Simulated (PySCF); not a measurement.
System: C$_{7}$H$_{18}$N$_{2}$.

Input

```
{"job": {"kind": "nmr", "xc": "PBE0", "basis": "pcSseg-1"}, "charge": 0, "multiplicity": 1}
C      2.789898    -1.262801    -0.242601
C      1.775057    -0.496377    -1.095032
N      0.894599     0.414624    -0.375799
C      1.594406     1.492841     0.290757
N      0.023823    -0.317083     0.471074
C     -1.397960    -0.026868     0.299933
C     -1.773335    -0.383483    -1.139566
C     -1.774463     1.436641     0.578977
C     -2.141149    -0.939177     1.279187
H      3.317355    -1.982964    -0.862681
H      3.522190    -0.592034     0.201102
H      2.275099    -1.799594     0.550477
H      2.295816     0.091774    -1.855605
H      1.122982    -1.211611    -1.599911
H      2.185540     1.156854     1.157729
H      2.264512     1.969594    -0.422904
H      0.876061     2.235146     0.636665
H      0.294122    -0.238930     1.450873
H     -1.189009     0.219114    -1.829112
H     -2.829907    -0.199507    -1.313871
H     -1.561673    -1.432283    -1.328408
H     -1.450115     1.734490     1.575303
H     -1.311899     2.089138    -0.156748
H     -2.852995     1.562356     0.520117
H     -1.835142    -1.971317     1.130367
H     -1.919608    -0.657663     2.307071
H     -3.214100    -0.864457     1.125603
```

Launched as:

```sh
OMP_NUM_THREADS=1 python probes_run.py task.json out
```

Geometry: GFN2-xTB.

All numbers below come from PBE0/pcSseg-1, SCF density, gas phase, non-relativistic (PySCF).

**What will maps of the electron density and electron localisation function show?**

C–N (1.46 Å): the density is about 1.9 e/Å³ at the midpoint; the ELF peaks at about 0.95 between the atoms; a covalent bond.
C–C (1.53 Å): the density is about 1.7 e/Å³ at the midpoint; the ELF peaks at about 0.95 between the atoms: a covalent bond.
N–H (1.02 Å): ρ at the midpoint is about 2.8 e/Å³; the ELF climbs to about 1 towards the hydrogen, as it does in any bond to H; a covalent bond by its length.
C–H (1.09 Å): ρ at the midpoint is about 2 e/Å³; the ELF climbs to about 1 towards the hydrogen; a covalent bond by its length.

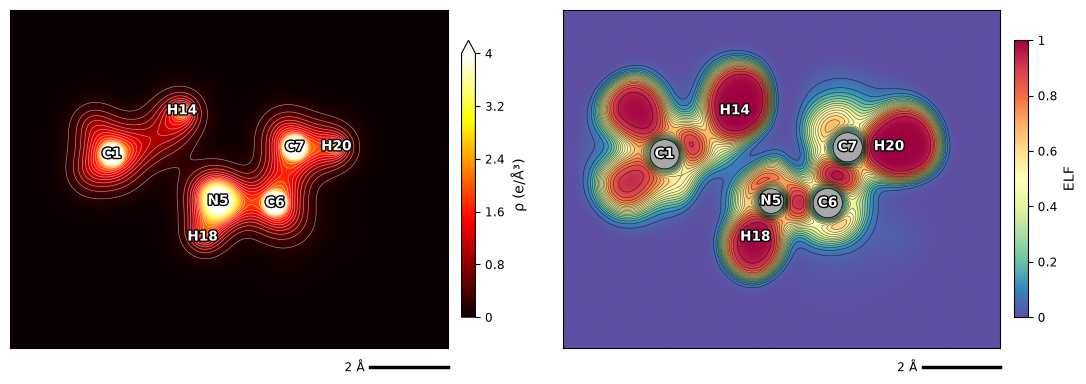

Computed electron density and electron localisation function on the plane of atoms C6, C7 and H20, in this order. Grey discs cover the atomic cores in the ELF map. 
